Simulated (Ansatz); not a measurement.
**BF₂GaH₂ (SMILES F[B](F)[GaH2]): single points off equilibrium**

A test off equilibrium: a structure displaced at random from a GFN2-xTB minimum is computed at several levels, and each is set against CCSD(T).

Method: single points in def2-TZVPP; program: Ansatz 0.2.0, Gaussian basis.

Correlated methods freeze the cores. Filled d shells of the heavier atoms are correlated.

## 1. Starting geometry

SMILES `F[B](F)[GaH2]`, 6 atoms, charge 0, spin multiplicity 1.

Atoms are counted from 1 here; the program's logs count them from 0.

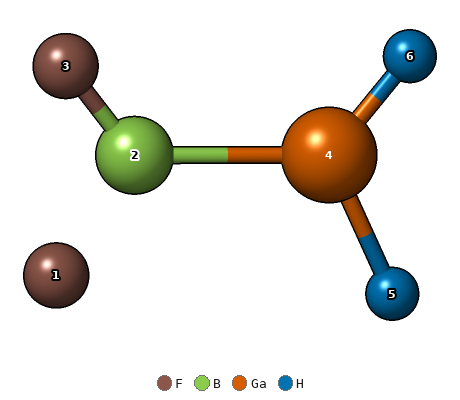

Start geometry, drawn with fluorine brown, boron green, gallium orange, hydrogen blue; atoms are numbered from 1 in the order of the file.

Geometry (Å):

```xyz
6

F     1.3353   -1.8191   -0.1557
B     0.1249   -0.9788    0.4516
F    -0.3522   -1.5875    1.4974
Ga   -0.3652    1.0133   -0.2180
H     0.5399    1.5440   -1.6137
H    -1.4307    1.8527    0.1817
```

## 2. CCSD(T)/def2-TZVPP

The input, run/in.yaml:

```yaml
crystal:
  periodic: [false, false, false]
  atoms:
    - {symbol: F, position_ang: [1.335300, -1.819100, -0.155700]}
    - {symbol: B, position_ang: [0.124900, -0.978800, 0.451600]}
    - {symbol: F, position_ang: [-0.352200, -1.587500, 1.497400]}
    - {symbol: Ga, position_ang: [-0.365200, 1.013300, -0.218000]}
    - {symbol: H, position_ang: [0.539900, 1.544000, -1.613700]}
    - {symbol: H, position_ang: [-1.430700, 1.852700, 0.181700]}
basis:
  gaussian: {orbitals: def2-TZVPP}
correlation: {method: ccsd_t}
output: {forces: true}
```

The command line of these runs was not kept.

Standard output, cut to the lines that bear on the results:

```text
Functional definition: HF
  name "HF"
  cite "Fock, Z. Phys. 61, 126 (1930) doi:10.1007/BF01340294"
  parent pbe
[...]
1086 factors; integrals over basis functions are off by at most 7.5e-4 eV
[...]
mean field -58453.13845105 eV, -2148.1132171156 hartree, gradient 8.6e-6 eV, S^2 0.000000; 0 other end points of the search recorded, 0 dependent functions left out
12 core orbitals not correlated: weight in the atoms' cores, before any rotation towards them, 1.000 or more for the frozen orbitals, at most 0.000 for the correlated occupied ones
reference -58453.13845105 eV, -2148.1132171156 hartree; 16, 16 occupied and 141, 141 virtual orbitals, 1086 factors
second order -22.44279396 eV of doubles, -0.00000000 eV of singles
cycle   1  -21.92097955 eV  change    5.2e-1 eV  update   1.3e-1
[...]
cycle  12  -22.71059338 eV  change   -5.6e-6 eV  update   5.3e-6
perturbative correction -0.77672270 eV, -0.0285440326 hartree
[...]
working
working
working
Total energy: -58476.62576712 eV, -2148.9763600612 hartree
Atom 0 at     1.335300    -1.819100    -0.155700 Å, force    -3.864795     2.795061     1.634936 eV/Å
Atom 1 at     0.124900    -0.978800     0.451600 Å, force     3.963947    -2.198575    -1.445609 eV/Å
Atom 2 at    -0.352200    -1.587500     1.497400 Å, force    -0.255003    -0.072460     0.013413 eV/Å
Atom 3 at    -0.365200     1.013300    -0.218000 Å, force     3.039640    -1.538410    -2.818145 eV/Å
Atom 4 at     0.539900     1.544000    -1.613700 Å, force    -0.814307    -0.532686     1.522492 eV/Å
Atom 5 at    -1.430700     1.852700     0.181700 Å, force    -2.069482     1.547070     1.092913 eV/Å
Dipole moment:    -0.402110     0.403473     0.182464 e Å
```

Wall time 3.6 min (4 threads, shared host); peak memory 2.7 GiB.

## 3. PBE0-D4/def2-TZVPP

run/in.yaml, as its differences from that of step 2:

```diff
@@ -11,3 +11,3 @@
   gaussian: {orbitals: def2-TZVPP}
-correlation: {method: ccsd_t}
-output: {forces: true}
+hamiltonian: {xc: pbe0, dispersion: d4}
+output: {forces: true, orbitals: {seedname: orbitals}}
```

The log in run was not kept; the run's report gives a total energy of -58511.278757 eV.

Wall time 1.8 s (4 threads, shared host); peak memory 0.35 GiB.

## 4. wB97M-V/def2-TZVPP

run/in.yaml, as its differences from that of step 3:

```diff
@@ -11,3 +11,3 @@
   gaussian: {orbitals: def2-TZVPP}
-hamiltonian: {xc: pbe0, dispersion: d4}
-output: {forces: true, orbitals: {seedname: orbitals}}
+hamiltonian: {xc: {name: wB97M-V}}
+output: {forces: true}
```

The log in run was not kept; the run's report gives a total energy of -58519.854369 eV.

Run time: 5.5 s. Hardware: 4 threads, shared host; peak memory 0.45 GiB.

## 5. r2SCAN-D4/def2-TZVPP

run/in.yaml, as its differences from that of step 4:

```diff
@@ -11,3 +11,3 @@
   gaussian: {orbitals: def2-TZVPP}
-hamiltonian: {xc: {name: wB97M-V}}
+hamiltonian: {xc: r2scan, dispersion: d4}
 output: {forces: true}
```

Standard output, cut to the lines that bear on the results:

```text
Functional definition: r2SCAN
  name "r2SCAN"
  cite "Furness, Kaplan, Ning, Perdew & Sun, J. Phys. Chem. Lett. 11, 8208 (2020) doi:10.1021/acs.jpclett.0c02405"
  cite "Furness, Kaplan, Ning, Perdew & Sun, J. Phys. Chem. Lett. 11, 9248 (2020) doi:10.1021/acs.jpclett.0c03077"
  parent r2scan
[...]
967 factors; their error is unknown
[...]
mean field -58521.34110815 eV, -2150.6196185349 hartree, gradient 2.3e-5 eV, S^2 0.000000; 0 other end points of the search recorded, 0 dependent functions left out
[...]
reference -58521.34112141 eV, -2150.6196190219 hartree; 28, 28 occupied and 141, 141 virtual orbitals, 967 factors
Total energy: -58521.36268385 eV, -2150.6204114273 hartree
Atom 0 at     1.335300    -1.819100    -0.155700 Å, force    -3.711584     2.672003     1.583490 eV/Å
Atom 1 at     0.124900    -0.978800     0.451600 Å, force     3.746654    -2.074444    -1.347992 eV/Å
Atom 2 at    -0.352200    -1.587500     1.497400 Å, force    -0.190793    -0.044821    -0.057439 eV/Å
Atom 3 at    -0.365200     1.013300    -0.218000 Å, force     2.983602    -1.558228    -2.754373 eV/Å
Atom 4 at     0.539900     1.544000    -1.613700 Å, force    -0.810636    -0.524412     1.516843 eV/Å
Atom 5 at    -1.430700     1.852700     0.181700 Å, force    -2.017243     1.529901     1.059472 eV/Å
Dipole moment:    -0.391534     0.370748     0.190031 e Å
```

It took 2.8 s on 4 threads, shared host; peak memory 0.2 GiB.

## 6. PBE-D4/def2-TZVPP

run/in.yaml, as its differences from that of step 5:

```diff
@@ -11,3 +11,3 @@
   gaussian: {orbitals: def2-TZVPP}
-hamiltonian: {xc: r2scan, dispersion: d4}
+hamiltonian: {xc: pbe, dispersion: d4}
 output: {forces: true}
```

The log in run was not kept; the run's report gives a total energy of -58510.223126 eV.

Wall time 1.1 s (4 threads, shared host); peak memory 0.18 GiB.

## 7. BHLYP-D4/def2-TZVPP

run/in.yaml, as its differences from that of step 6:

```diff
@@ -11,3 +11,3 @@
   gaussian: {orbitals: def2-TZVPP}
-hamiltonian: {xc: pbe, dispersion: d4}
+hamiltonian: {xc: {name: BHLYP}, dispersion: d4}
 output: {forces: true}
```

The log in run was not kept; the run's report gives a total energy of -58521.422156 eV.

Wall time 2.2 s (4 threads, shared host); peak memory 0.37 GiB.

## 8. LC-wPBE/def2-TZVPP

run/in.yaml, as its differences from that of step 7:

```diff
@@ -11,3 +11,3 @@
   gaussian: {orbitals: def2-TZVPP}
-hamiltonian: {xc: {name: BHLYP}, dispersion: d4}
+hamiltonian: {xc: {name: LC-wPBE}}
 output: {forces: true}
```

Standard output, cut to the lines that bear on the results:

```text
Functional definition: LC-wPBE
  name "LC-wPBE"
  cite "Vydrov & Scuseria, J. Chem. Phys. 125, 234109 (2006) doi:10.1063/1.2409292"
  cite "Heyd & Scuseria, J. Chem. Phys. 120, 7274 (2004) doi:10.1063/1.1668634"
  cite "Ernzerhof & Perdew, J. Chem. Phys. 109, 3313 (1998) doi:10.1063/1.476928"
  cite "Perdew, Burke & Ernzerhof, Phys. Rev. Lett. 77, 3865 (1996) doi:10.1103/PhysRevLett.77.3865"
[... 1 set-up line as earlier in the session ...]
[...]
967 factors; their error is unknown
299 factors; integrals over basis functions are off by at most 2.3e-5 eV
[...]
mean field -58513.98177944 eV, -2150.3491681930 hartree, gradient 6.7e-6 eV, S^2 0.000000; 0 other end points of the search recorded, 0 dependent functions left out
[...]
reference -58513.98177945 eV, -2150.3491681933 hartree; 28, 28 occupied and 141, 141 virtual orbitals, 967 factors
Total energy: -58513.98177945 eV, -2150.3491681933 hartree
Atom 0 at     1.335300    -1.819100    -0.155700 Å, force    -3.895259     2.789262     1.667575 eV/Å
Atom 1 at     0.124900    -0.978800     0.451600 Å, force     3.888279    -2.036290    -1.423575 eV/Å
Atom 2 at    -0.352200    -1.587500     1.497400 Å, force    -0.186515    -0.028060    -0.106815 eV/Å
Atom 3 at    -0.365200     1.013300    -0.218000 Å, force     3.069322    -1.607304    -2.883873 eV/Å
Atom 4 at     0.539900     1.544000    -1.613700 Å, force    -0.907441    -0.591833     1.680040 eV/Å
Atom 5 at    -1.430700     1.852700     0.181700 Å, force    -1.968387     1.474226     1.066647 eV/Å
Dipole moment:    -0.410528     0.404206     0.188552 e Å
```

Wall time 1.9 s (4 threads, shared host); peak memory 0.23 GiB.

## 9. Side by side

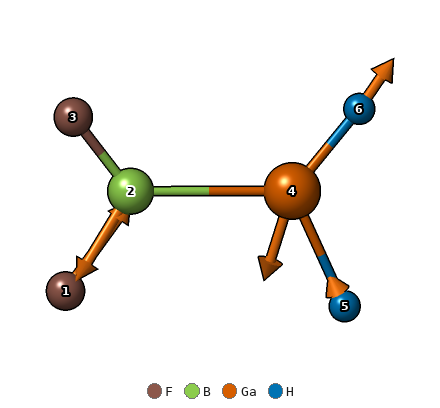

Forces at CCSD(T); the longest arrow is 5.04 eV/Å.

```tsv
method	RMS force component (eV/Å)	RMS error against CCSD(T) (eV/Å)	angle to CCSD(T) forces (°)	dipole (D)
CCSD(T)	2.092	reference	reference	2.87
PBE0-D4	2.084	0.103	2.8	2.85
wB97M-V	2.058	0.055	1.2	2.92
r2SCAN-D4	2.018	0.087	1.2	2.75
PBE-D4	1.961	0.213	4.7	2.63
BHLYP-D4	2.170	0.266	6.8	3.07
LC-wPBE	2.089	0.081	2.2	2.91
```

Energy less the free neutral atoms in their ground states at the same level (atoms from separate runs):

```tsv
method	rung	energy less atoms (kJ/mol)	from CCSD(T) (kJ/mol)
PBE-D4	GGA	-1964.7	-82.6
r2SCAN-D4	meta-GGA	-1940.0	-57.9
PBE0-D4	hybrid	-1903.5	-21.4
BHLYP-D4	hybrid	-1828.3	+53.8
LC-wPBE	range-separated hybrid	-1936.7	-54.6
wB97M-V	range-separated hybrid	-1922.1	-40.0
Hartree-Fock	wavefunction	-1402.5	+479.6
MP2	wavefunction	-1950.2	-68.1
CCSD	wavefunction	-1848.1	+34.0
CCSD(T)	wavefunction	-1882.1	0
```

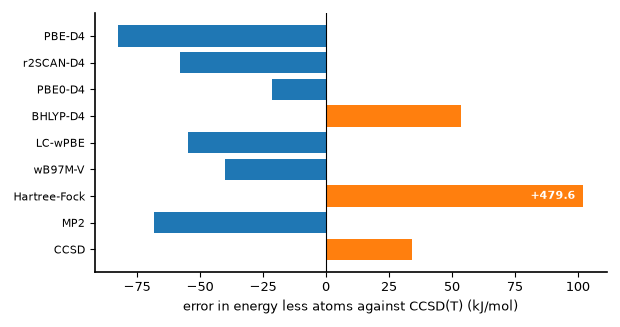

How far each level lands from CCSD(T). Bars with a number in them are cut short.

What each level took, beside its miss in the forces (shared host):

```tsv
method	time	RMS force error (eV/Å)
CCSD(T)	3.6 min	0
PBE0-D4	1.8 s	0.103
wB97M-V	5.5 s	0.055
r2SCAN-D4	2.8 s	0.087
PBE-D4	1.1 s	0.213
BHLYP-D4	2.2 s	0.266
LC-wPBE	1.9 s	0.081
```

## 10. Results

| quantity | value |
| --- | --- |
| energy less free atoms, CCSD(T)/def2-TZVPP | -1882.1 kJ/mol |
| RMS force component | 1.961 to 2.170 eV/Å over the methods |
| RMS force error | PBE0-D4 0.103, wB97M-V 0.055, r2SCAN-D4 0.087, PBE-D4 0.213, BHLYP-D4 0.266, LC-wPBE 0.081 eV/Å |
| HOMO and LUMO, PBE0-D4 | -8.37 and -3.10 eV |
| T1 diagnostic | 0.015 |

Against CCSD(T) the functionals' energies less atoms differ by -82.6 to +53.8 kJ/mol, PBE-D4 by -82.6 kJ/mol. CCSD(T) in triple zeta still lacks some correlation energy of the bonds, so part of these gaps is its own basis error and they don't rank the functionals. The forces of wB97M-V come nearest to CCSD(T), those of BHLYP-D4 are farthest. Frozen-core CCSD(T) forces in triple zeta carry basis errors of their own, and this is one geometry, so small gaps rank nothing.
